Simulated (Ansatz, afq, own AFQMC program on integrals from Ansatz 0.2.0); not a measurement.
# AlH (quintet): quantum Monte Carlo beside coupled cluster, cc-pVTZ, part 1 of 2

How near does AFQMC come to the top of the ladder for AlH (quintet)?

Method: cc-pVTZ, frozen cores; program: Ansatz 0.2.0, Gaussian basis, and an in-house AFQMC program (afq) on its integrals; all values are calculated.

Plan: PBE (unrestricted); r2SCAN (unrestricted); PBE0 (unrestricted); B3LYP (unrestricted); wB97M-V (unrestricted); B2PLYP (unrestricted); CCSD(T) on UHF; Full CI; CCSDT(Q) on UHF; CCSD(T) on UHF; CCSD(T) on UHF; Phaseless AFQMC, CISD trial on UHF; Phaseless AFQMC, single-determinant trial on UHF; Free-projection AFQMC, CISD trial on UHF.

2 further runs of the same task are left out: 2 that didn't finish.

### 1 The geometry

The geometry is a PBE0/def2-TZVP stationary point (not a proven minimum) of the parent state, kept for this charge and spin.

2 atoms, charge 0, spin multiplicity 5.

Atoms are counted from 1 here; the program's logs count them from 0.

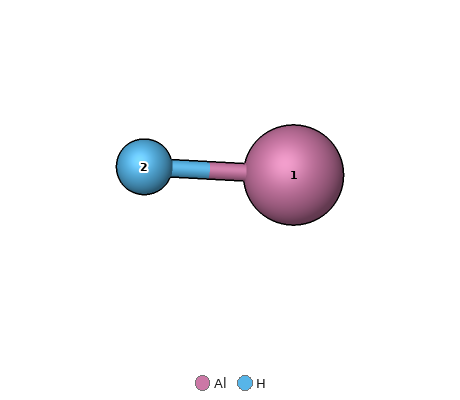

The geometry (aluminium pink, hydrogen blue); atoms are numbered from 1 in the order of the file.

### 2 PBE (unrestricted)

Input file in.yaml:

```yaml
crystal:
  periodic: [false, false, false]
  atoms:
    - {symbol: Al, position_ang: [0.000000, 0.000000, 0.000000]}
    - {symbol: H, position_ang: [0.000000, 0.000000, 1.604550]}
basis:
  gaussian: {orbitals: cc-pVTZ}
magnetization: {spin_polarized: true, initial_magnetization: 4}
hamiltonian: {xc: {name: PBE}}
output: {orbitals: {seedname: orbitals}}
```

Run with:

```bash
$ ansatz run in.yaml --threads 1 --pin off --events-out ev --progress --plain --max-ram 5120MiB --backend cpu
```

The program printed:

```text
Functional definition: PBE
  name "PBE"
  cite "Perdew, Burke & Ernzerhof, Phys. Rev. Lett. 77, 3865 (1996) doi:10.1103/PhysRevLett.77.3865"
  parent pbe
  parameter kappa = 0.804
  parameter beta = 0.06672455060314922
  exchange = pbe_x(kappa = kappa, mu = beta*pi^2/3)
  correlation = pbe_c(beta = beta)
333 factors; their error is unknown
mean field evaluation 1: about -6600.7345 eV, gradient 1.9e0 eV
mean field evaluation 2: about -6600.7561 eV, gradient 7.4e-1 eV
mean field evaluation 4: about -6600.7627 eV, gradient 2.2e-2 eV
mean field evaluation 8: about -6600.7566 eV, gradient 7.2e-4 eV
mean field -6600.75657165 eV, -242.5733298546 hartree, gradient 3.0e-6 eV, S^2 6.000011; 0 other end points of the search recorded, 0 dependent functions left out
reference -6600.75660380 eV, -242.5733310361 hartree; 9, 5 occupied and 39, 43 virtual orbitals, 333 factors
Total energy: -6600.75660380 eV, -242.5733310361 hartree
```

Run time: 0.39 s. Hardware: 1 thread of AMD EPYC 7R13 (Zen 3), shared host; peak memory 1.6 GiB.

From the report: ⟨S²⟩ of the determinant 6.000 (pure quintet: 6.00).

### 3 r2SCAN (unrestricted)

in.yaml, as its differences from that of step 2:

```diff
@@ -8,3 +8,2 @@
 magnetization: {spin_polarized: true, initial_magnetization: 4}
-hamiltonian: {xc: {name: PBE}}
-output: {orbitals: {seedname: orbitals}}
+hamiltonian: {xc: {name: r2SCAN}}
```

Launched as before.

The program printed:

```text
Functional definition: r2SCAN
  name "r2SCAN"
  cite "Furness, Kaplan, Ning, Perdew & Sun, J. Phys. Chem. Lett. 11, 8208 (2020) doi:10.1021/acs.jpclett.0c02405"
  cite "Furness, Kaplan, Ning, Perdew & Sun, J. Phys. Chem. Lett. 11, 9248 (2020) doi:10.1021/acs.jpclett.0c03077"
  parent r2scan
  parameter k0 = 0.174
  parameter k1 = 0.065
  parameter a1 = 4.9479
  exchange = r2scan_x(k0 = k0, k1 = k1, a1 = a1)
  correlation = r2scan_c
333 factors; their error is unknown
mean field evaluation 1: about -6604.0710 eV, gradient 1.9e0 eV
mean field evaluation 2: about -6604.0990 eV, gradient 6.1e-1 eV
mean field evaluation 4: about -6604.1037 eV, gradient 2.0e-2 eV
mean field evaluation 8: about -6604.0995 eV, gradient 4.1e-4 eV
mean field -6604.09946763 eV, -242.6961790161 hartree, gradient 3.6e-5 eV, S^2 6.000066; 0 other end points of the search recorded, 0 dependent functions left out
reference -6604.09947958 eV, -242.6961794553 hartree; 9, 5 occupied and 39, 43 virtual orbitals, 333 factors
Total energy: -6604.09947958 eV, -242.6961794553 hartree
```

It took 0.85 s on 1 thread of AMD EPYC 7R13 (Zen 3), shared host; peak memory 1.6 GiB.

From the report: ⟨S²⟩ of the determinant 6.000 (pure quintet: 6.00).

### 4 PBE0 (unrestricted)

in.yaml, as its differences from that of step 3:

```diff
@@ -8,2 +8,3 @@
 magnetization: {spin_polarized: true, initial_magnetization: 4}
-hamiltonian: {xc: {name: r2SCAN}}
+hamiltonian: {xc: {name: PBE0}}
+output: {orbitals: {seedname: orbitals}}
```

The command is unchanged.

The program printed:

```text
Functional definition: PBE0
  name "PBE0"
  cite "Adamo & Barone, J. Chem. Phys. 110, 6158 (1999) doi:10.1063/1.478522"
  cite "Perdew, Burke & Ernzerhof, Phys. Rev. Lett. 77, 3865 (1996) doi:10.1103/PhysRevLett.77.3865"
  parent pbe
  parameter a = 0.25
  parameter kappa = 0.804
  parameter beta = 0.06672455060314922
  exchange = (1 - a)*pbe_x(kappa = kappa, mu = beta*pi^2/3) + a*exact_x
  correlation = pbe_c(beta = beta)
345 factors; their error is unknown
mean field evaluation 1: about -6601.4386 eV, gradient 2.6e0 eV
mean field evaluation 2: about -6601.5075 eV, gradient 5.5e-1 eV
mean field evaluation 4: about -6601.5114 eV, gradient 1.3e-2 eV
mean field evaluation 8: about -6601.5304 eV, gradient 2.7e-4 eV
mean field -6601.53037720 eV, -242.6017666841 hartree, gradient 5.0e-5 eV, S^2 6.000009; 0 other end points of the search recorded, 0 dependent functions left out
reference -6601.53040151 eV, -242.6017675775 hartree; 9, 5 occupied and 39, 43 virtual orbitals, 345 factors
Total energy: -6601.53040151 eV, -242.6017675775 hartree
```

It took 0.39 s on 1 thread of AMD EPYC 7R13 (Zen 3), shared host; peak memory 1.6 GiB.

From the report: ⟨S²⟩ of the determinant 6.000 (pure quintet: 6.00).

### 5 B3LYP (unrestricted)

in.yaml, as its differences from that of step 4:

```diff
@@ -8,3 +8,2 @@
 magnetization: {spin_polarized: true, initial_magnetization: 4}
-hamiltonian: {xc: {name: PBE0}}
-output: {orbitals: {seedname: orbitals}}
+hamiltonian: {xc: {name: B3LYP}}
```

Launched as before.

The program printed:

```text
Functional definition: B3LYP
  name "B3LYP"
  cite "Stephens, Devlin, Chabalowski & Frisch, J. Phys. Chem. 98, 11623 (1994) doi:10.1021/j100096a001"
  cite "Becke, Phys. Rev. A 38, 3098 (1988) doi:10.1103/PhysRevA.38.3098"
  cite "Lee, Yang & Parr, Phys. Rev. B 37, 785 (1988) doi:10.1103/PhysRevB.37.785"
  cite "Vosko, Wilk & Nusair, Can. J. Phys. 58, 1200 (1980) doi:10.1139/p80-159"
  parameter a0 = 0.2
  parameter ax = 0.72
  parameter ac = 0.81
  exchange = (1 - a0 - ax)*slater_x + ax*b88_x + a0*exact_x
  correlation = (1 - ac)*vwn_rpa_c + ac*lyp_c
345 factors; their error is unknown
mean field evaluation 1: about -6604.7362 eV, gradient 2.3e0 eV
mean field evaluation 2: about -6604.7890 eV, gradient 5.8e-1 eV
mean field evaluation 4: about -6604.7930 eV, gradient 1.4e-2 eV
mean field evaluation 8: about -6604.8067 eV, gradient 2.0e-4 eV
mean field -6604.80669939 eV, -242.7221693039 hartree, gradient 3.7e-5 eV, S^2 6.000013; 0 other end points of the search recorded, 0 dependent functions left out
reference -6604.80691196 eV, -242.7221771158 hartree; 9, 5 occupied and 39, 43 virtual orbitals, 345 factors
Total energy: -6604.80691196 eV, -242.7221771158 hartree
```

Run time: 0.48 s. Hardware: 1 thread of AMD EPYC 7R13 (Zen 3), shared host; peak memory 1.6 GiB.

From the report: ⟨S²⟩ of the determinant 6.000 (pure quintet: 6.00).

### 6 wB97M-V (unrestricted)

in.yaml, as its differences from that of step 5:

```diff
@@ -8,2 +8,3 @@
 magnetization: {spin_polarized: true, initial_magnetization: 4}
-hamiltonian: {xc: {name: B3LYP}}
+hamiltonian: {xc: {name: wB97M-V}}
+output: {orbitals: {seedname: orbitals}}
```

Launched as before.

The program printed, cut to the lines that bear on the results:

```text
Functional definition: wB97M-V
  name "wB97M-V"
  cite "Mardirossian & Head-Gordon, J. Chem. Phys. 144, 214110 (2016) doi:10.1063/1.4952647"
  cite "Becke, J. Chem. Phys. 107, 8554 (1997) doi:10.1063/1.475007"
  cite "Vydrov & Van Voorhis, J. Chem. Phys. 133, 244103 (2010) doi:10.1063/1.3521275"
  # Of w^i u^j: cxij and so on, Table III.
[...]
  gx(w, u) = 1 - cx + cx01*u + cx10*w
  gss(w, u) = css00 + css04*u^4 + css10*w + css20*w^2 + css43*w^4*u^3
  gos(w, u) = cos00 + cos10*w + (cos20 + cos21*u)*w^2 + (cos60 + cos61*u)*w^6
[...]
      + integral(e_c_pw_mod_opposite_spin*gos(b97_w_opposite, b97_u_opposite)) + vv10(b, c)
333 factors; their error is unknown
84 factors; integrals over basis functions are off by at most 1.2e-4 eV
[...]
mean field -6603.47293536 eV, -242.6731543797 hartree, gradient 1.4e-5 eV, S^2 6.000007; 0 other end points of the search recorded, 0 dependent functions left out
reference -6603.47296520 eV, -242.6731554762 hartree; 9, 5 occupied and 39, 43 virtual orbitals, 333 factors
Total energy: -6603.47296520 eV, -242.6731554762 hartree
```

Run time: 1.3 s. Hardware: 1 thread of AMD EPYC 7R13 (Zen 3), shared host; peak memory 1.6 GiB.

From the report: ⟨S²⟩ of the determinant 6.000 (pure quintet: 6.00).

### 7 B2PLYP (unrestricted)

in.yaml, as its differences from that of step 6:

```diff
@@ -8,3 +8,3 @@
 magnetization: {spin_polarized: true, initial_magnetization: 4}
-hamiltonian: {xc: {name: wB97M-V}}
-output: {orbitals: {seedname: orbitals}}
+hamiltonian: {xc: {name: B2PLYP}}
+correlation: {electrons: outside_noble_gas}
```

Launched as before.

The program printed, cut to the lines that bear on the results:

```text
Functional definition: B2PLYP
  name "B2PLYP"
  cite "Grimme, J. Chem. Phys. 124, 034108 (2006) doi:10.1063/1.2148954"
  cite "Becke, Phys. Rev. A 38, 3098 (1988) doi:10.1103/PhysRevA.38.3098"
  cite "Lee, Yang & Parr, Phys. Rev. B 37, 785 (1988) doi:10.1103/PhysRevB.37.785"
[...]
292 factors; integrals over basis functions are off by at most 1.8e-3 eV
[...]
mean field -6600.95214236 eV, -242.5805169458 hartree, gradient 5.1e-6 eV, S^2 6.000033; 0 other end points of the search recorded, 0 dependent functions left out
5 core orbitals not correlated: weight in the atoms' cores, before any rotation towards them, 1.000 or more for the frozen orbitals, at most 0.000 for the correlated occupied ones
reference -6600.95227780 eV, -242.5805219228 hartree; 4, 0 occupied and 39, 43 virtual orbitals, 292 factors
second order -0.53114415 eV of doubles, -0.00000000 eV of singles
Total energy: -6601.09568672 eV, -242.5857921035 hartree
```

It took 0.48 s on 1 thread of AMD EPYC 7R13 (Zen 3), shared host; peak memory 1.6 GiB.

From the report: ⟨S²⟩ of the determinant 6.000 (pure quintet: 6.00).

### 8 CCSD(T) on UHF

in.yaml, as its differences from that of step 7:

```diff
@@ -8,3 +8,2 @@
 magnetization: {spin_polarized: true, initial_magnetization: 4}
-hamiltonian: {xc: {name: B2PLYP}}
-correlation: {electrons: outside_noble_gas}
+correlation: {method: ccsd_t, electrons: outside_noble_gas, hamiltonian_folder: ham}
```

Run with:

```bash
$ ansatz run in.yaml --threads 1 --pin off --events-out ev --progress --plain --max-ram 15360MiB --backend cuda --devices 0, --max-vram 18GiB
```

The program printed, cut to the lines that bear on the results:

```text
Functional definition: HF
  name "HF"
  cite "Fock, Z. Phys. 61, 126 (1930) doi:10.1007/BF01340294"
  parent pbe
[...]
292 factors; integrals over basis functions are off by at most 1.8e-3 eV
[...]
mean field -6592.18045822 eV, -242.2581634992 hartree, gradient 4.6e-6 eV, S^2 6.000042; 1 other end points of the search recorded, 0 dependent functions left out
determinant -6592.18045822 eV, -242.2581634992 hartree, with singles and doubles -6592.76957875 eV, -242.2798132794 hartree
determinant -6588.88198281 eV, -242.1369467636 hartree, with singles and doubles -6589.35253262 eV, -242.1542391504 hartree
5 core orbitals not correlated: weight in the atoms' cores, before any rotation towards them, 1.000 or more for the frozen orbitals, at most 0.000 for the correlated occupied ones
reference -6592.18045822 eV, -242.2581634992 hartree; 4, 0 occupied and 39, 43 virtual orbitals, 292 factors
second order -0.40299941 eV of doubles, -0.00000000 eV of singles
cycle   1  -0.59224210 eV  change   -5.3e-2 eV  update   1.1e-2
[...]
cycle   6  -0.59799416 eV  change    2.2e-6 eV  update   3.6e-6
perturbative correction -0.00927389 eV, -0.0003408091 hartree
Total energy: -6592.78772627 eV, -242.2804801885 hartree
```

It took 6.5 s on 1 × NVIDIA H100 80GB HBM3 with 1 thread of AMD EPYC 7R13 (Zen 3), shared host; peak host memory 1.6 GiB.

From the report: ⟨S²⟩ of the determinant 6.000 (pure quintet: 6.00); correlation -0.6073 eV; T1 0.010; largest double amplitude 0.08.

This run also writes the integrals to the folder ham.

### 9 Full CI

Input file in.yaml:

```yaml
hamiltonian:
  integrals:
    folder: ../ham
correlation: {method: fci}
```

Launched as before.

The program printed:

```text
Functional definition: HF
  name "HF"
  cite "Fock, Z. Phys. 61, 126 (1930) doi:10.1007/BF01340294"
  parent pbe
  exchange = exact_x
  correlation = 0
reference -6592.18045822 eV, -242.2581634992 hartree; 4, 0 occupied and 39, 43 virtual orbitals, 292 factors
state -6592.79156962 eV, -242.2806214289 hartree
Total energy: -6592.79156962 eV, -242.2806214289 hartree
```

It took 15 s on 1 × NVIDIA H100 80GB HBM3 with 1 thread of AMD EPYC 7R13 (Zen 3), shared host; peak host memory 1.6 GiB.

From the report: 30,892 determinants.

### 10 CCSDT(Q) on UHF

Input file in.yaml:

```yaml
crystal:
  periodic: [false, false, false]
  atoms:
    - {symbol: Al, position_ang: [0.000000, 0.000000, 0.000000]}
    - {symbol: H, position_ang: [0.000000, 0.000000, 1.604550]}
basis:
  gaussian: {orbitals: cc-pVTZ}
magnetization: {spin_polarized: true, initial_magnetization: 4}
correlation: {method: ccsdt_q, electrons: outside_noble_gas}
```

The command is unchanged.

The program printed, cut to the lines that bear on the results:

```text
Functional definition: HF
  name "HF"
  cite "Fock, Z. Phys. 61, 126 (1930) doi:10.1007/BF01340294"
  parent pbe
[...]
518 factors; integrals over basis functions are off by at most 1.5e-7 eV
[...]
mean field -6592.18046613 eV, -242.2581637897 hartree, gradient 4.2e-6 eV, S^2 6.000042; 1 other end points of the search recorded, 0 dependent functions left out
determinant -6592.18046613 eV, -242.2581637897 hartree, with singles and doubles -6592.76958175 eV, -242.2798133896 hartree
determinant -6588.88201584 eV, -242.1369479774 hartree, with singles and doubles -6589.35255258 eV, -242.1542398839 hartree
5 core orbitals not correlated: weight in the atoms' cores, before any rotation towards them, 1.000 or more for the frozen orbitals, at most 0.000 for the correlated occupied ones
reference -6592.18046613 eV, -242.2581637897 hartree; 4, 0 occupied and 39, 43 virtual orbitals, 518 factors
second order -0.40299493 eV of doubles, -0.00000000 eV of singles
cycle   1  -0.52662109 eV  change   -1.2e-1 eV  update   3.8e-2
[...]
cycle  10  -0.61105683 eV  change    7.2e-8 eV  update   1.0e-7
perturbative correction -0.00003892 eV, -0.0000014302 hartree
Total energy: -6592.79156187 eV, -242.2806211442 hartree
```

Run time: 8 s. Hardware: 1 × NVIDIA H100 80GB HBM3 with 1 thread of AMD EPYC 7R13 (Zen 3), shared host; peak host memory 1.6 GiB.

From the report: ⟨S²⟩ of the determinant 6.000 (pure quintet: 6.00); correlation -0.6111 eV; T1 0.010; largest double amplitude 0.08.

### 11 CCSD(T) on UHF

Input file in.yaml:

```yaml
crystal:
  periodic: [false, false, false]
  atoms:
    - {symbol: Al, position_ang: [0.000000, 0.000000, 0.000000]}
    - {symbol: H, position_ang: [0.000000, 0.000000, 1.604550]}
basis:
  gaussian: {orbitals: def2-TZVPP}
magnetization: {spin_polarized: true, initial_magnetization: 4}
correlation: {method: ccsd_t, electrons: outside_noble_gas}
```

Launched as before.

The program printed, cut to the lines that bear on the results:

```text
Functional definition: HF
  name "HF"
  cite "Fock, Z. Phys. 61, 126 (1930) doi:10.1007/BF01340294"
  parent pbe
[...]
331 factors; integrals over basis functions are off by at most 1.1e-3 eV
[...]
mean field -6592.06958198 eV, -242.2540888724 hartree, gradient 5.7e-6 eV, S^2 6.000043; 1 other end points of the search recorded, 0 dependent functions left out
determinant -6592.06958198 eV, -242.2540888724 hartree, with singles and doubles -6592.65716307 eV, -242.2756820791 hartree
determinant -6588.80383559 eV, -242.1340749061 hartree, with singles and doubles -6589.27251120 eV, -242.1512984173 hartree
5 core orbitals not correlated: weight in the atoms' cores, before any rotation towards them, 1.000 or more for the frozen orbitals, at most 0.000 for the correlated occupied ones
reference -6592.06958198 eV, -242.2540888724 hartree; 4, 0 occupied and 47, 51 virtual orbitals, 331 factors
second order -0.40086809 eV of doubles, -0.00000000 eV of singles
cycle   1  -0.59049094 eV  change   -5.3e-2 eV  update   1.0e-2
[...]
cycle   6  -0.59679991 eV  change    1.9e-6 eV  update   3.8e-6
perturbative correction -0.00929082 eV, -0.0003414312 hartree
Total energy: -6592.67567270 eV, -242.2763622957 hartree
```

It took 5.5 s on 1 × NVIDIA H100 80GB HBM3 with 1 thread of AMD EPYC 7R13 (Zen 3), shared host; peak host memory 1.6 GiB.

From the report: ⟨S²⟩ of the determinant 6.000 (pure quintet: 6.00); correlation -0.6061 eV; T1 0.010; largest double amplitude 0.08.

### 12 CCSD(T) on UHF

in.yaml, as its differences from that of step 11:

```diff
@@ -6,3 +6,3 @@
 basis:
-  gaussian: {orbitals: def2-TZVPP}
+  gaussian: {orbitals: "def2-QZVPP.json"}
 magnetization: {spin_polarized: true, initial_magnetization: 4}
```

Launched as before.

The program printed, cut to the lines that bear on the results:

```text
Functional definition: HF
  name "HF"
  cite "Fock, Z. Phys. 61, 126 (1930) doi:10.1007/BF01340294"
  parent pbe
[...]
578 factors; integrals over basis functions are off by at most 1.2e-3 eV
[...]
mean field -6592.28260316 eV, -242.2619172565 hartree, gradient 5.4e-6 eV, S^2 6.000048; 1 other end points of the search recorded, 0 dependent functions left out
determinant -6592.28260316 eV, -242.2619172565 hartree, with singles and doubles -6592.91090444 eV, -242.2850069027 hartree
determinant -6589.08994377 eV, -242.1445891880 hartree, with singles and doubles -6589.59979329 eV, -242.1633258123 hartree
5 core orbitals not correlated: weight in the atoms' cores, before any rotation towards them, 1.000 or more for the frozen orbitals, at most 0.000 for the correlated occupied ones
reference -6592.28260316 eV, -242.2619172565 hartree; 4, 0 occupied and 91, 95 virtual orbitals, 578 factors
second order -0.43047655 eV of doubles, -0.00000000 eV of singles
cycle   1  -0.62563152 eV  change   -5.2e-2 eV  update   1.1e-2
[...]
cycle   7  -0.63021207 eV  change   -5.9e-7 eV  update   2.5e-6
perturbative correction -0.01153190 eV, -0.0004237896 hartree
Total energy: -6592.92434713 eV, -242.2855009126 hartree
```

Wall time 6 s (1 × NVIDIA H100 80GB HBM3 with 1 thread of AMD EPYC 7R13 (Zen 3), shared host); peak host memory 1.6 GiB.

From the report: ⟨S²⟩ of the determinant 6.000 (pure quintet: 6.00); correlation -0.6417 eV; T1 0.012; largest double amplitude 0.07.

(Continued in part 2 of 2.)
